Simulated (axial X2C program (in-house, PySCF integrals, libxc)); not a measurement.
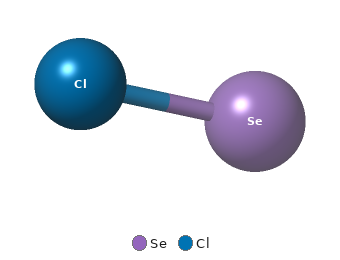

**Figure 1.** The molecule at the reference distance of 2.036 Å.

## Relativistic diatomic calculation, with input and output: SeCl⁺

System: SeCl⁺, single determinant with Ω = 2 (not the lowest found). The distance is the PBE0 minimum at charge 1.
Method: expectation values, HF and Kohn-Sham, two-component X2C with atomic mean-field Coulomb and Gaunt terms, Se dyall-cv3z, Cl dyall-av3z (cores contracted) (axial X2C program (in-house, PySCF integrals, libxc)).

### Log
```
two-component X2C + atomic mean field  PBE0
basis functions 164  fitting functions 897  grid points 5081
iter        total energy     max residual
   1      -2889.885737119     1.07e-05
   2      -2889.885737130     1.12e-05
   3      -2889.885737135     6.06e-06
   4      -2889.885737139     3.44e-06
   5      -2889.885737141     6.88e-07
converged
one-electron -4298.32696798  Coulomb 1375.42250576  exact exchange -28.54004007  xc functional -87.69843228  nuclear repulsion 150.22810801  atomic mean-field constant -0.97091058
```

### Expectation values by level of theory

```csv
quantity,PBE0,HF,r2SCAN,TPSSh,PBE50
effective field for an electron dipole moment (GV/cm),0.423,0.655,0.346,0.375,0.488
field gradient at the first nucleus (a.u.),3.26,2.08,3.67,3.53,2.89
field gradient at the second nucleus (a.u.),2.91,3.66,2.70,2.79,3.16
"A∥/gI, first nucleus (MHz)",971,1040,928,945,1000
"A∥/gI, second nucleus (MHz)",200,142,210,206,183
```

Each column comes from one determinant with 2 or more unpaired spinors, which can mix states, in a basis with contracted cores. The spread over the levels shows only part of the uncertainty.

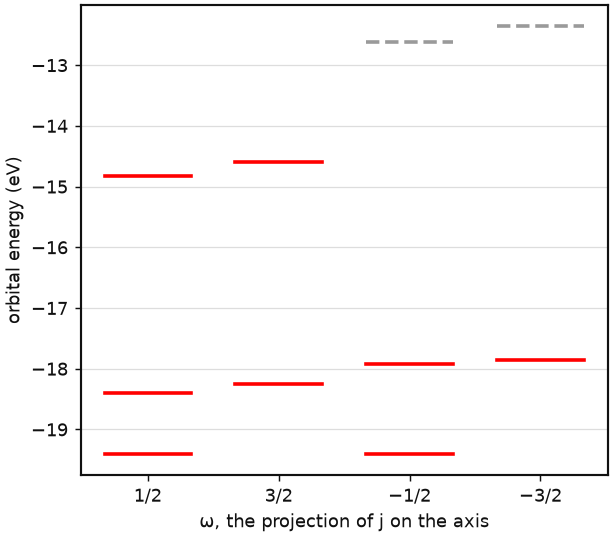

**Figure 2.** Orbital energies (PBE0) near the frontier at 2.04 Å, filled (solid) and empty (dashed). The highest filled spinor (3/2; 67 % Se p, 24 % Cl p) lies at −14.59 eV, the lowest empty one (−1/2; 68 % Se p, 22 % Cl p) at −12.62 eV.

### Input
```
{"zs": [34, 17], "q": 1, "bas": ["dyall-cv3z", "dyall-av3z"], "r0": 2.15, "levels": ["PBE0", "HF", "r2SCAN", "TPSSh", "PBE50"], "nst": 3}
```

The line is the task of a batch: nuclear charges, charge, bases, the levels to run, a first guess of the distance and further settings. This report covers the levels named above. The log is that of the reference distance, started from orbitals converged before.

The run was one of a batch that the task file lists, launched with:
```bash
python <driver script> task.json out
```

### Summary

- outcome: converged
- hardware: 1 thread of Arm Neoverse N1, 98 GiB of memory available, shared host
- wall time: 4.4 s
- peak memory: 0.31 GiB
